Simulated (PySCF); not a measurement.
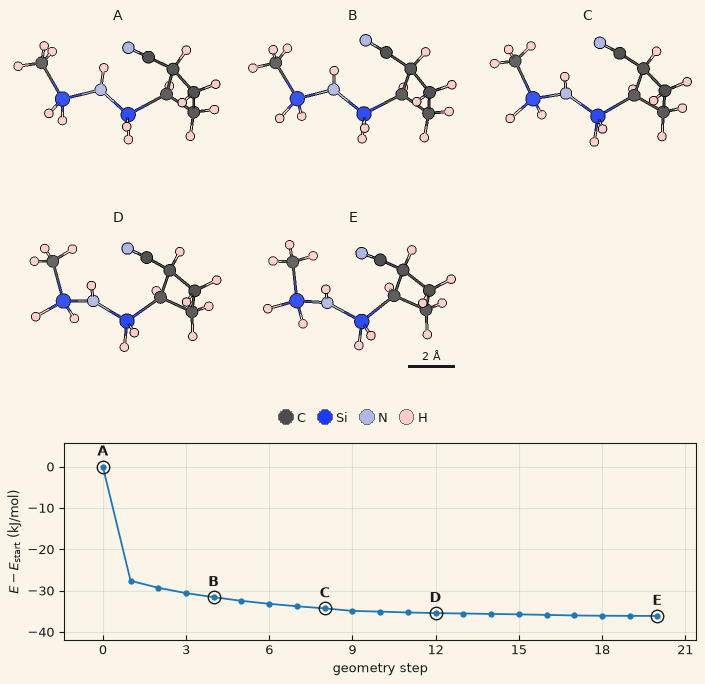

Frames of a relaxation of C₆H₁₄N₂Si₂, marked on the history of the run. The picture is a ball-and-stick view, seen from a free direction.

The start comes from GFN2-xTB. Its atoms were then displaced at random by about 0.01 Å.

These are results of PySCF 2.14.0, density-fitted response routines, PBE0-D3(BJ)/def2-SVP geometry optimisation, gas phase, not measurements. 

### Describe the path.

Over 20 geometry steps the energy falls by 36.1 kJ/mol. The atom that moves furthest after the best rigid fit is an H atom (1.78 Å). Largest moves by element: H 1.78 Å, N 1.08 Å, C 0.76 Å, Si 0.42 Å. Among the contacts that change: N–Si 1.677 → 1.730 Å, C–C 1.401 → 1.454 Å, C–H 1.066 → 1.102 Å, H–Si 1.459 → 1.493 Å. Among the angles between lasting bonds that change: N–Si–C 107.7° → 113.4°, Si–N–Si 125.3° → 129.9°, C–Si–N 107.7° → 112.3°. Cost: 8.8 min on 1 thread of Arm Neoverse V2 (shared host). From step 0 to 4: an H atom moves most (0.59 Å), energy −31.6 kJ/mol. From step 4 to 8: an H atom moves most (0.54 Å), energy −2.71 kJ/mol. From step 8 to 12: H atoms move most (0.52 Å), energy −1.15 kJ/mol. From step 12 to 20: H atoms move most (0.52 Å), energy −0.68 kJ/mol.

```csv
step,"E − E(0), kJ/mol"
0,0.00
1,-27.61
2,-29.31
3,-30.60
4,-31.58
5,-32.47
6,-33.18
7,-33.78
8,-34.29
9,-34.90
10,-35.07
11,-35.27
12,-35.43
13,-35.53
14,-35.63
15,-35.73
16,-35.87
17,-36.00
18,-36.07
19,-36.10
20,-36.12
```
